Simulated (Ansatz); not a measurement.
**HfN (rock salt), generalised stacking-fault energy along a line**

Generalised stacking fault of HfN (rock salt) on the {100} plane. The cell below holds the perfect crystal with the plane normal along z; tilting its third vector by the shift puts one fault into each cell, between planes 2.27 Å apart, at fixed cell height.

```xyz
6
Lattice="3.2158 0.0000 0.0000 0.0000 3.2158 0.0000 1.6079 1.6079 6.8218" Properties=species:S:1:pos:R:3 pbc="T T T"
N      1.3399     1.3399     5.6849
N      1.3399     1.3399     1.1370
N      2.9479     2.9479     3.4109
Hf     2.9479     2.9479     5.6849
Hf     2.9479     2.9479     1.1370
Hf     1.3399     1.3399     3.4109
```

In-plane vectors a = (3.216, 0.000) Å, b = (0.000, 3.216) Å, area 10.34 Å². The shift is s times the vector a (length 3.216 Å), so s = 1 restores the start. The shift is rigid: no atom relaxes. γ = [E(shift) − E(0)] / area.

The numbers are results of PBE (plane waves to 420 eV, PAW, scalar-relativistic; Ansatz, a quantum-chemistry and plane-wave program), not measurements. k mesh 12×12×12 (Γ-centred), Fermi-Dirac smearing 0.05 eV. E is the zero-smearing estimate. Compression counts positive. With partly filled bands, the k mesh leaves noise in γ, roughly 0.02 J/m² as judged from a few cases. Faults lie only 6.8 Å apart, and holding the cell height and the atoms raises γ above its relaxed value. HfN is run without spin polarisation. HfN was relaxed with its symmetry unable to fall. Spin-orbit coupling is left out, though Hf is heavy. The zero of γ is zero shift.

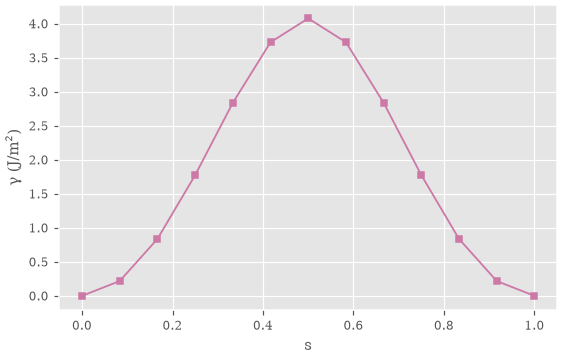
Figure. γ (J/m²) against s; one marker a computed point (the last repeats the first, one period on).

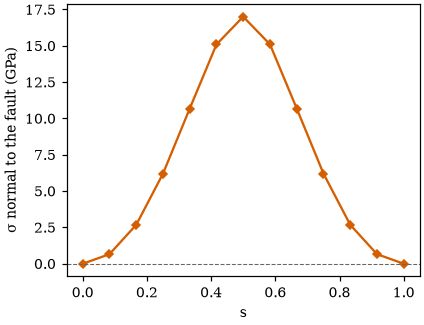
Fig. 1. σ normal to the fault (GPa) against s; computed points joined by lines (the last repeats the first, one period on).

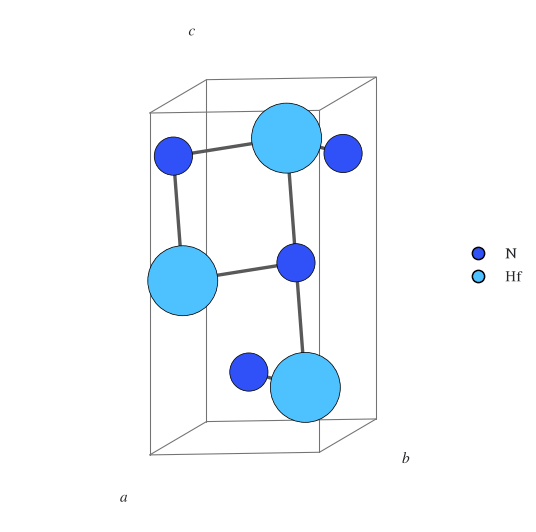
Figure. The cell of the calculation at s = 0.500.

The highest computed γ on the line is 4.08 J/m² and the steepest slope dγ/d(shift) before the first maximum (spline) is 40 GPa. Position of the highest point: s = 0.500. Local minima between the ends: no computed point is one.

A slope of 1 mJ/m² per Å is 0.01 GPa.

(The slope of γ gives the shear force per area between the displaced halves; near zero shift its curvature is an elastic stiffness.)
